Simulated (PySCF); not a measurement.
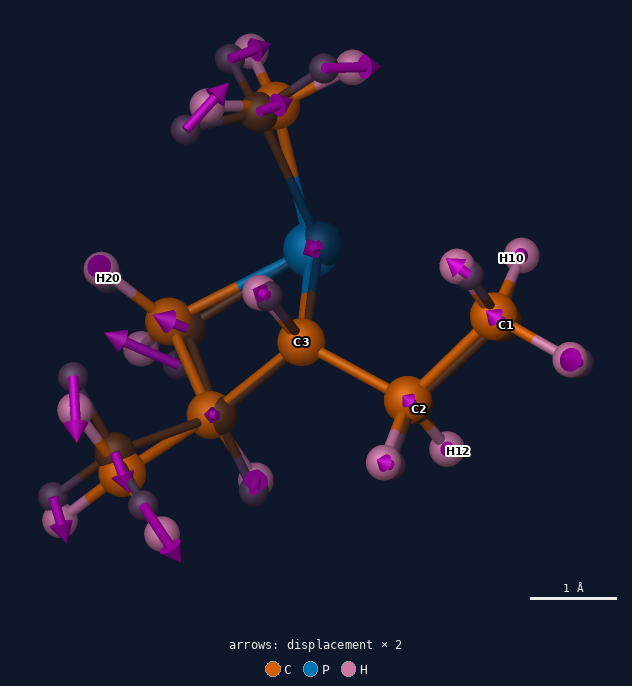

A relaxation of C7H15P. The starting structure is drawn faded, the final one solid; purple arrows show the displacements, magnified 2 times. The two geometries are superimposed by the best rigid fit.

Style: ball-and-stick. Shown at a tilt.

The start comes from GFN2-xTB. Its atoms were then displaced at random by about 0.01 Å.

All numbers below come from PBE0-D3(BJ)/def2-SVP geometry optimisation, gas phase in PySCF 2.14.0, density-fitted response routines. 

Describe the change and its energy.

Answer. An H atom moves most after the best rigid fit: 0.49 Å. Largest moves by element: H 0.49 Å, C 0.27 Å, P 0.14 Å. Some distances before and after: C–H 1.055 → 1.101 Å, C–C 1.501 → 1.544 Å, C–H 1.073 → 1.106 Å, C–C 1.564 → 1.541 Å. Bond angles that change, for instance: C–C–H 112.8° → 107.5°, C–C–C 113.3° → 117.6°, C–C–P 93.1° → 89.1°. After 8 geometry steps the energy has fallen by 24.9 kJ/mol. The run took 4.4 min on 1 thread of Arm Neoverse N1, on a shared host.
